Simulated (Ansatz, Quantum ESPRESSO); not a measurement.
# arsenene, 1 layer: the energy at a withheld member of a series

**Set-up.** Quantum ESPRESSO 7.5, PBE, GBRV ultrasoft. Cell and atoms are first relaxed; each strained cell is then held and the atoms relax in it. A periodic run with 15 Å of vacuum in the starting cell gives the vacuum levels, and bands follow along a path. The bands are repeated with spin-orbit coupling and fully relativistic files. The series steps biaxial strain. Energies count from the lowest.

```tsv
biaxial strain	energy (eV)
-4 %	0.0787
-3 %	0.0436
-2 %	0.0193
0 %	0.0000
1 %	0.0037
2 %	0.0156
3 %	0.0350
4 %	0.0615
```

One more run was made and is withheld. What is the energy at −1 %?

**Fit.** The rows at -2 % and 0 % give a slope of (0.0000 − (0.0193))/(0 − (−2)) = −0.00965, so a straight line gives 0.0097 eV. A parabola through these and the row at -3 % gives 0.0048 eV.

**Check.** 0.0050 eV. The line misses by +0.0047 and the parabola by −0.0002 eV. The parabola does better.

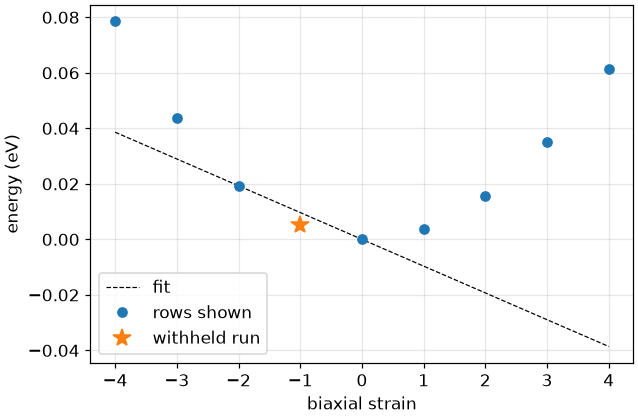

The rows shown, the fit and the withheld run.

**Limits.** Semilocal gaps are too small; the 1×1 cell can't ripple over many cells under compression as a free sheet would. These values are without spin-orbit coupling.

[Logs are printed without paths, hosts, clocks, repeated set-up lines and the standing remarks that a program may print on its own settings, such as how far it seeks lower states.]
